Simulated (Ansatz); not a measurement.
# H₃O (doublet): B2PLYP, RPA-PBE over a scan of the distance O1–H3 along a hydrogen transfer, cc-pVDZ

How well do these functionals follow the top wave-function level for H₃O (doublet) over a scan of the distance O1–H3 along a hydrogen transfer?

Program: Ansatz 0.2.0, Gaussian basis. Level of theory: cc-pVDZ, all electrons in the functionals, frozen cores in the correlation of double hybrids and RPA. These are calculated values, not measurements.

To be run: B2PLYP, RPA-PBE, at 0.960 Å; 1.027 Å; 1.162 Å; 1.297 Å; 1.432 Å.

## Step 1: What is computed

The geometry derives from fragments relaxed apart (PBE0/def2-TZVP) and kept rigid, so it is no stationary point. A hydrogen atom is moved between rigid fragments.

4 atoms, charge 0, spin multiplicity 2.

Atoms are counted from 1 here; the program's logs count them from 0.

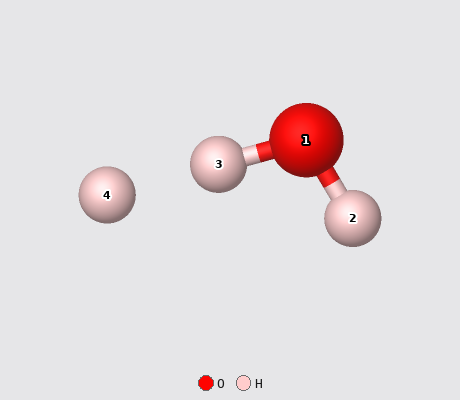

The geometry (oxygen red, hydrogen pink); atoms are numbered from 1 in the order of the file.

No dispersion term is added.

The geometry shown and the zero of energy belong to the point 0.960 Å. The yardstick, UCCSDTQ, and other wave-function levels (R restricted, U unrestricted, valence and pair active spaces) come from earlier runs.

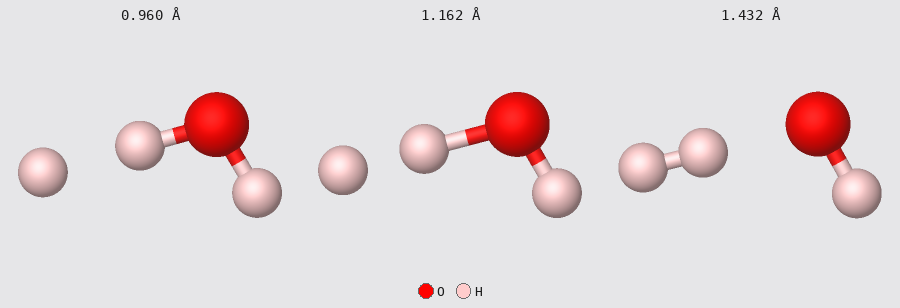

Three points of the scan; sticks are drawn by distance.

## Step 2: B2PLYP, 0.960 Å

in.yaml

```yaml
crystal:
  periodic: [false, false, false]
  atoms:
    - {symbol: O, position_ang: [-0.152979, -0.049094, 0.000000]}
    - {symbol: H, position_ang: [-0.402288, 0.877481, 0.000000]}
    - {symbol: H, position_ang: [0.806550, -0.049094, 0.000000]}
    - {symbol: H, position_ang: [2.024021, -0.049094, 0.000000]}
basis:
  gaussian: {orbitals: cc-pVDZ}
magnetization: {spin_polarized: true, initial_magnetization: 1}
hamiltonian: {xc: {name: B2PLYP}}
correlation: {electrons: outside_noble_gas}
```

On the command line:

```sh
ansatz run in.yaml --threads 1 --pin off --events-out ev --progress --plain --max-ram 2816MiB --backend cpu
```

Output:

```text
Functional definition: B2PLYP
  name "B2PLYP"
  cite "Grimme, J. Chem. Phys. 124, 034108 (2006) doi:10.1063/1.2148954"
  cite "Becke, Phys. Rev. A 38, 3098 (1988) doi:10.1103/PhysRevA.38.3098"
  cite "Lee, Yang & Parr, Phys. Rev. B 37, 785 (1988) doi:10.1103/PhysRevB.37.785"
  parameter a = 0.53
  parameter c = 0.27
  exchange = (1 - a)*b88_x + a*exact_x
  correlation = (1 - c)*lyp_c + c*(mp2_os + mp2_ss)
258 factors; integrals over basis functions are off by at most 1.4e-3 eV
mean field evaluation 1: about -2086.3035 eV, gradient 2.8e1 eV
mean field evaluation 2: about -2086.3024 eV, gradient 2.8e1 eV
mean field evaluation 4: about -2089.1402 eV, gradient 1.3e0 eV
mean field evaluation 8: about -2089.1623 eV, gradient 5.0e-2 eV
mean field evaluation 16: about -2089.1624 eV, gradient 3.7e-5 eV
mean field -2089.16235859 eV, -76.7753005931 hartree, gradient 1.9e-6 eV, S^2 0.753844; 0 other end points of the search recorded, 0 dependent functions left out
1 core orbitals not correlated: weight in the atoms' cores, before any rotation towards them, 1.000 or more for the frozen orbitals, at most 0.000 for the correlated occupied ones
reference -2089.16245495 eV, -76.7753041342 hartree; 5, 4 occupied and 23, 24 virtual orbitals, 258 factors
second order -6.71249592 eV of doubles, -0.00000000 eV of singles
Total energy: -2090.97482885 eV, -76.8419076465 hartree
```

Run time: 0.49 s. Hardware: 1 thread of AMD EPYC 7R13, shared host.

From the report: ⟨S²⟩ of the determinant 0.754 (pure doublet: 0.75).

## Step 3: B2PLYP, 1.027 Å

in.yaml

```yaml
crystal:
  periodic: [false, false, false]
  atoms:
    - {symbol: O, position_ang: [-0.156553, -0.049094, 0.000000]}
    - {symbol: H, position_ang: [-0.405863, 0.877481, 0.000000]}
    - {symbol: H, position_ang: [0.870447, -0.049094, 0.000000]}
    - {symbol: H, position_ang: [2.020447, -0.049094, 0.000000]}
basis:
  gaussian: {orbitals: cc-pVDZ}
magnetization: {spin_polarized: true, initial_magnetization: 1}
hamiltonian: {xc: {name: B2PLYP}}
correlation: {electrons: outside_noble_gas}
```

Same command.

Output, shortened:

```text
Functional definition: B2PLYP
  name "B2PLYP"
  cite "Grimme, J. Chem. Phys. 124, 034108 (2006) doi:10.1063/1.2148954"
  cite "Becke, Phys. Rev. A 38, 3098 (1988) doi:10.1103/PhysRevA.38.3098"
  cite "Lee, Yang & Parr, Phys. Rev. B 37, 785 (1988) doi:10.1103/PhysRevB.37.785"
[...]
259 factors; integrals over basis functions are off by at most 1.5e-3 eV
[...]
mean field -2089.09303507 eV, -76.7727530007 hartree, gradient 1.2e-6 eV, S^2 0.757554; 0 other end points of the search recorded, 0 dependent functions left out
1 core orbitals not correlated: weight in the atoms' cores, before any rotation towards them, 1.000 or more for the frozen orbitals, at most 0.000 for the correlated occupied ones
reference -2089.09313076 eV, -76.7727565173 hartree; 5, 4 occupied and 23, 24 virtual orbitals, 259 factors
second order -6.83364988 eV of doubles, -0.00000000 eV of singles
Total energy: -2090.93821623 eV, -76.8405621575 hartree
```

Wall time 0.49 s (1 thread of AMD EPYC 7R13, shared host).

From the report: ⟨S²⟩ of the determinant 0.758 (pure doublet: 0.75).

From 0.960 Å: +0.037 eV.

## Step 4: B2PLYP, 1.162 Å

in.yaml

```yaml
crystal:
  periodic: [false, false, false]
  atoms:
    - {symbol: O, position_ang: [-0.163706, -0.049094, 0.000000]}
    - {symbol: H, position_ang: [-0.413016, 0.877481, 0.000000]}
    - {symbol: H, position_ang: [0.998294, -0.049094, 0.000000]}
    - {symbol: H, position_ang: [2.013294, -0.049094, 0.000000]}
basis:
  gaussian: {orbitals: cc-pVDZ}
magnetization: {spin_polarized: true, initial_magnetization: 1}
hamiltonian: {xc: {name: B2PLYP}}
correlation: {electrons: outside_noble_gas}
```

The command is unchanged.

Output, shortened:

```text
Functional definition: B2PLYP
  name "B2PLYP"
  cite "Grimme, J. Chem. Phys. 124, 034108 (2006) doi:10.1063/1.2148954"
  cite "Becke, Phys. Rev. A 38, 3098 (1988) doi:10.1103/PhysRevA.38.3098"
  cite "Lee, Yang & Parr, Phys. Rev. B 37, 785 (1988) doi:10.1103/PhysRevB.37.785"
[...]
259 factors; integrals over basis functions are off by at most 1.7e-3 eV
[...]
mean field -2088.79523344 eV, -76.7618089928 hartree, gradient 3.1e-6 eV, S^2 0.770990; 0 other end points of the search recorded, 0 dependent functions left out
1 core orbitals not correlated: weight in the atoms' cores, before any rotation towards them, 1.000 or more for the frozen orbitals, at most 0.000 for the correlated occupied ones
reference -2088.79532670 eV, -76.7618124197 hartree; 5, 4 occupied and 23, 24 virtual orbitals, 259 factors
second order -6.89514002 eV of doubles, -0.00000000 eV of singles
Total energy: -2090.65701450 eV, -76.8302281847 hartree
```

It took 0.43 s on 1 thread of AMD EPYC 7R13, shared host.

From the report: ⟨S²⟩ of the determinant 0.771 (pure doublet: 0.75).

From 0.960 Å: +0.318 eV.

## Step 5: B2PLYP, 1.297 Å

in.yaml

```yaml
crystal:
  periodic: [false, false, false]
  atoms:
    - {symbol: O, position_ang: [-0.170859, -0.049094, 0.000000]}
    - {symbol: H, position_ang: [-0.420169, 0.877481, 0.000000]}
    - {symbol: H, position_ang: [1.126141, -0.049094, 0.000000]}
    - {symbol: H, position_ang: [2.006141, -0.049094, 0.000000]}
basis:
  gaussian: {orbitals: cc-pVDZ}
magnetization: {spin_polarized: true, initial_magnetization: 1}
hamiltonian: {xc: {name: B2PLYP}}
correlation: {electrons: outside_noble_gas}
```

Same command.

Output, shortened:

```text
Functional definition: B2PLYP
  name "B2PLYP"
  cite "Grimme, J. Chem. Phys. 124, 034108 (2006) doi:10.1063/1.2148954"
  cite "Becke, Phys. Rev. A 38, 3098 (1988) doi:10.1103/PhysRevA.38.3098"
  cite "Lee, Yang & Parr, Phys. Rev. B 37, 785 (1988) doi:10.1103/PhysRevB.37.785"
[...]
258 factors; integrals over basis functions are off by at most 1.4e-3 eV
[...]
mean field -2088.73245841 eV, -76.7595020527 hartree, gradient 5.0e-6 eV, S^2 0.770920; 2 other end points of the search recorded, 0 dependent functions left out
1 core orbitals not correlated: weight in the atoms' cores, before any rotation towards them, 1.000 or more for the frozen orbitals, at most 0.000 for the correlated occupied ones
reference -2088.73254756 eV, -76.7595053290 hartree; 5, 4 occupied and 23, 24 virtual orbitals, 258 factors
second order -6.56993812 eV of doubles, -0.00000000 eV of singles
Total energy: -2090.50643085 eV, -76.8246943376 hartree
```

It took 0.46 s on 1 thread of AMD EPYC 7R13, shared host.

From the report: ⟨S²⟩ of the determinant 0.771 (pure doublet: 0.75).

From 0.960 Å: +0.468 eV.

## Step 6: B2PLYP, 1.432 Å

in.yaml

```yaml
crystal:
  periodic: [false, false, false]
  atoms:
    - {symbol: O, position_ang: [-0.178012, -0.049094, 0.000000]}
    - {symbol: H, position_ang: [-0.427322, 0.877481, 0.000000]}
    - {symbol: H, position_ang: [1.253988, -0.049094, 0.000000]}
    - {symbol: H, position_ang: [1.998988, -0.049094, 0.000000]}
basis:
  gaussian: {orbitals: cc-pVDZ}
magnetization: {spin_polarized: true, initial_magnetization: 1}
hamiltonian: {xc: {name: B2PLYP}}
correlation: {electrons: outside_noble_gas}
```

The command is unchanged.

Output, shortened:

```text
Functional definition: B2PLYP
  name "B2PLYP"
  cite "Grimme, J. Chem. Phys. 124, 034108 (2006) doi:10.1063/1.2148954"
  cite "Becke, Phys. Rev. A 38, 3098 (1988) doi:10.1103/PhysRevA.38.3098"
  cite "Lee, Yang & Parr, Phys. Rev. B 37, 785 (1988) doi:10.1103/PhysRevB.37.785"
[...]
257 factors; integrals over basis functions are off by at most 1.5e-3 eV
[...]
mean field -2088.78840854 eV, -76.7615581821 hartree, gradient 5.0e-6 eV, S^2 0.759545; 2 other end points of the search recorded, 0 dependent functions left out
1 core orbitals not correlated: weight in the atoms' cores, before any rotation towards them, 1.000 or more for the frozen orbitals, at most 0.000 for the correlated occupied ones
reference -2088.78849255 eV, -76.7615612694 hartree; 5, 4 occupied and 23, 24 virtual orbitals, 257 factors
second order -6.17159514 eV of doubles, -0.00000000 eV of singles
Total energy: -2090.45482323 eV, -76.8227977927 hartree
```

It took 0.49 s on 1 thread of AMD EPYC 7R13, shared host.

From the report: ⟨S²⟩ of the determinant 0.760 (pure doublet: 0.75).

From 0.960 Å: +0.520 eV.

## Step 7: RPA-PBE, 0.960 Å

in.yaml

```yaml
crystal:
  periodic: [false, false, false]
  atoms:
    - {symbol: O, position_ang: [-0.152979, -0.049094, 0.000000]}
    - {symbol: H, position_ang: [-0.402288, 0.877481, 0.000000]}
    - {symbol: H, position_ang: [0.806550, -0.049094, 0.000000]}
    - {symbol: H, position_ang: [2.024021, -0.049094, 0.000000]}
basis:
  gaussian: {orbitals: cc-pVDZ}
magnetization: {spin_polarized: true, initial_magnetization: 1}
hamiltonian: {xc: {name: PBE}}
correlation: {method: rpa, electrons: outside_noble_gas}
```

The command is unchanged.

Output, shortened:

```text
Functional definition: PBE
  name "PBE"
  cite "Perdew, Burke & Ernzerhof, Phys. Rev. Lett. 77, 3865 (1996) doi:10.1103/PhysRevLett.77.3865"
  parent pbe
[...]
258 factors; integrals over basis functions are off by at most 1.4e-3 eV
[...]
mean field -2090.55099912 eV, -76.8263321913 hartree, gradient 2.2e-6 eV, S^2 0.751700; 1 other end points of the search recorded, 0 dependent functions left out
1 core orbitals not correlated: weight in the atoms' cores, before any rotation towards them, 1.000 or more for the frozen orbitals, at most 0.000 for the correlated occupied ones
reference -2081.57579251 eV, -76.4964994320 hartree; 5, 4 occupied and 23, 24 virtual orbitals, 258 factors
Total energy: -2090.56809953 eV, -76.8269606197 hartree
```

Run time: 0.51 s. Hardware: 1 thread of AMD EPYC 7R13, shared host.

From the report: ⟨S²⟩ of the determinant 0.752 (pure doublet: 0.75).

## Step 8: RPA-PBE, 1.027 Å

in.yaml

```yaml
crystal:
  periodic: [false, false, false]
  atoms:
    - {symbol: O, position_ang: [-0.156553, -0.049094, 0.000000]}
    - {symbol: H, position_ang: [-0.405863, 0.877481, 0.000000]}
    - {symbol: H, position_ang: [0.870447, -0.049094, 0.000000]}
    - {symbol: H, position_ang: [2.020447, -0.049094, 0.000000]}
basis:
  gaussian: {orbitals: cc-pVDZ}
magnetization: {spin_polarized: true, initial_magnetization: 1}
hamiltonian: {xc: {name: PBE}}
correlation: {method: rpa, electrons: outside_noble_gas}
```

Launched as before.

Output, shortened:

```text
Functional definition: PBE
  name "PBE"
  cite "Perdew, Burke & Ernzerhof, Phys. Rev. Lett. 77, 3865 (1996) doi:10.1103/PhysRevLett.77.3865"
  parent pbe
[...]
259 factors; integrals over basis functions are off by at most 1.5e-3 eV
[...]
mean field -2090.57919727 eV, -76.8273684543 hartree, gradient 2.7e-6 eV, S^2 0.752620; 1 other end points of the search recorded, 0 dependent functions left out
1 core orbitals not correlated: weight in the atoms' cores, before any rotation towards them, 1.000 or more for the frozen orbitals, at most 0.000 for the correlated occupied ones
reference -2081.37366767 eV, -76.4890714812 hartree; 5, 4 occupied and 23, 24 virtual orbitals, 259 factors
Total energy: -2090.55256104 eV, -76.8263895907 hartree
```

Run time: 0.7 s. Hardware: 1 thread of AMD EPYC 7R13, shared host.

From the report: ⟨S²⟩ of the determinant 0.753 (pure doublet: 0.75).

From 0.960 Å: +0.016 eV.

## Step 9: RPA-PBE, 1.162 Å

in.yaml

```yaml
crystal:
  periodic: [false, false, false]
  atoms:
    - {symbol: O, position_ang: [-0.163706, -0.049094, 0.000000]}
    - {symbol: H, position_ang: [-0.413016, 0.877481, 0.000000]}
    - {symbol: H, position_ang: [0.998294, -0.049094, 0.000000]}
    - {symbol: H, position_ang: [2.013294, -0.049094, 0.000000]}
basis:
  gaussian: {orbitals: cc-pVDZ}
magnetization: {spin_polarized: true, initial_magnetization: 1}
hamiltonian: {xc: {name: PBE}}
correlation: {method: rpa, electrons: outside_noble_gas}
```

Same command.

Output, shortened:

```text
Functional definition: PBE
  name "PBE"
  cite "Perdew, Burke & Ernzerhof, Phys. Rev. Lett. 77, 3865 (1996) doi:10.1103/PhysRevLett.77.3865"
  parent pbe
[...]
259 factors; integrals over basis functions are off by at most 1.7e-3 eV
[...]
mean field -2090.40898093 eV, -76.8211131192 hartree, gradient 1.2e-6 eV, S^2 0.754811; 4 other end points of the search recorded, 0 dependent functions left out
1 core orbitals not correlated: weight in the atoms' cores, before any rotation towards them, 1.000 or more for the frozen orbitals, at most 0.000 for the correlated occupied ones
reference -2080.87435647 eV, -76.4707221329 hartree; 5, 4 occupied and 23, 24 virtual orbitals, 259 factors
Total energy: -2090.34602619 eV, -76.8187995750 hartree
```

Wall time 0.92 s (1 thread of AMD EPYC 7R13, shared host).

From the report: ⟨S²⟩ of the determinant 0.755 (pure doublet: 0.75).

From 0.960 Å: +0.222 eV.

## Step 10: RPA-PBE, 1.297 Å

in.yaml

```yaml
crystal:
  periodic: [false, false, false]
  atoms:
    - {symbol: O, position_ang: [-0.170859, -0.049094, 0.000000]}
    - {symbol: H, position_ang: [-0.420169, 0.877481, 0.000000]}
    - {symbol: H, position_ang: [1.126141, -0.049094, 0.000000]}
    - {symbol: H, position_ang: [2.006141, -0.049094, 0.000000]}
basis:
  gaussian: {orbitals: cc-pVDZ}
magnetization: {spin_polarized: true, initial_magnetization: 1}
hamiltonian: {xc: {name: PBE}}
correlation: {method: rpa, electrons: outside_noble_gas}
```

The command is unchanged.

Output, shortened:

```text
Functional definition: PBE
  name "PBE"
  cite "Perdew, Burke & Ernzerhof, Phys. Rev. Lett. 77, 3865 (1996) doi:10.1103/PhysRevLett.77.3865"
  parent pbe
[...]
258 factors; integrals over basis functions are off by at most 1.4e-3 eV
[...]
mean field -2090.24838404 eV, -76.8152112923 hartree, gradient 7.9e-7 eV, S^2 0.754923; 6 other end points of the search recorded, 0 dependent functions left out
1 core orbitals not correlated: weight in the atoms' cores, before any rotation towards them, 1.000 or more for the frozen orbitals, at most 0.000 for the correlated occupied ones
reference -2080.79265631 eV, -76.4677197074 hartree; 5, 4 occupied and 23, 24 virtual orbitals, 258 factors
Total energy: -2090.25781946 eV, -76.8155580376 hartree
```

Wall time 0.94 s (1 thread of AMD EPYC 7R13, shared host).

From the report: ⟨S²⟩ of the determinant 0.755 (pure doublet: 0.75).

From 0.960 Å: +0.310 eV.

## Step 11: RPA-PBE, 1.432 Å

in.yaml

```yaml
crystal:
  periodic: [false, false, false]
  atoms:
    - {symbol: O, position_ang: [-0.178012, -0.049094, 0.000000]}
    - {symbol: H, position_ang: [-0.427322, 0.877481, 0.000000]}
    - {symbol: H, position_ang: [1.253988, -0.049094, 0.000000]}
    - {symbol: H, position_ang: [1.998988, -0.049094, 0.000000]}
basis:
  gaussian: {orbitals: cc-pVDZ}
magnetization: {spin_polarized: true, initial_magnetization: 1}
hamiltonian: {xc: {name: PBE}}
correlation: {method: rpa, electrons: outside_noble_gas}
```

Same command.

Output, shortened:

```text
Functional definition: PBE
  name "PBE"
  cite "Perdew, Burke & Ernzerhof, Phys. Rev. Lett. 77, 3865 (1996) doi:10.1103/PhysRevLett.77.3865"
  parent pbe
[...]
257 factors; integrals over basis functions are off by at most 1.5e-3 eV
[...]
mean field -2090.04546989 eV, -76.8077543349 hartree, gradient 6.0e-7 eV, S^2 0.753148; 6 other end points of the search recorded, 0 dependent functions left out
1 core orbitals not correlated: weight in the atoms' cores, before any rotation towards them, 1.000 or more for the frozen orbitals, at most 0.000 for the correlated occupied ones
reference -2081.02028696 eV, -76.4760849794 hartree; 5, 4 occupied and 23, 24 virtual orbitals, 257 factors
Total energy: -2090.20811622 eV, -76.8137314771 hartree
```

Wall time 1.1 s (1 thread of AMD EPYC 7R13, shared host).

From the report: ⟨S²⟩ of the determinant 0.753 (pure doublet: 0.75).

From 0.960 Å: +0.360 eV.

## Step 12: The comparison

The yardstick is UCCSDTQ, where the cluster series has nearly closed. It comes from earlier runs at the same points. Energies in eV, counted from 0.960 Å; blanks weren't run or aren't comparable.

| level | 0.960 Å | 1.027 Å | 1.162 Å | 1.297 Å | 1.432 Å |
| --- | --- | --- | --- | --- | --- |
| UCCSDTQ | 0.000 | 0.063 | 0.394 | 0.538 | 0.539 |
| B2PLYP | 0.000 | 0.037 | 0.318 | 0.468 | 0.520 |
| RPA-PBE | 0.000 | 0.016 | 0.222 | 0.310 | 0.360 |

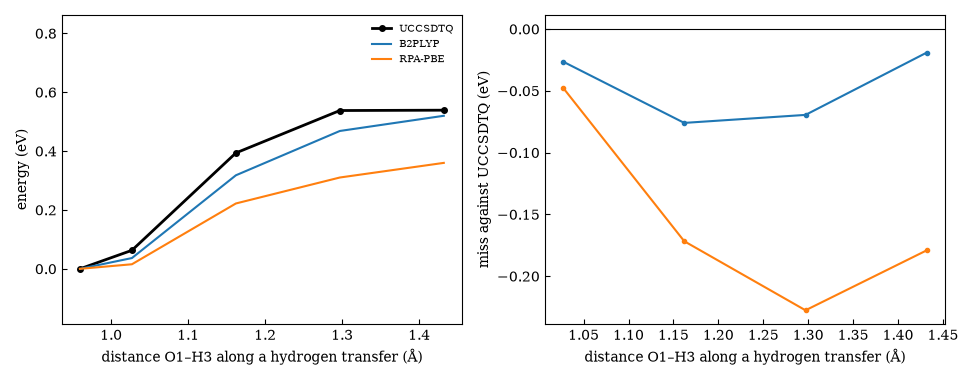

Left: the curves (the axis may cut off levels that run far away). Right: misses against UCCSDTQ, in the same colours.

Largest miss and mean time a point (UCCSDTQ took 12 s a point; shared hosts):

```csv
level,largest miss (eV),where,time a point
B2PLYP,-0.076,1.162 Å,0.47 s
RPA-PBE,-0.228,1.297 Å,0.84 s
```

## Step 13: Outcome

| quantity | value |
| --- | --- |
| span of the UCCSDTQ curve | 0.539 eV |
| largest miss, B2PLYP | -0.076 eV (1.162 Å) |
| largest miss, RPA-PBE | -0.228 eV (1.297 Å) |

**Reading.** Of the functionals, B2PLYP keep the smallest largest miss at the points compared (at most 0.076 eV) and RPA-PBE strays most (0.228 eV, at 1.297 Å). Functionals and the yardstick converge differently with the basis, so part of each miss in cc-pVDZ is the basis.
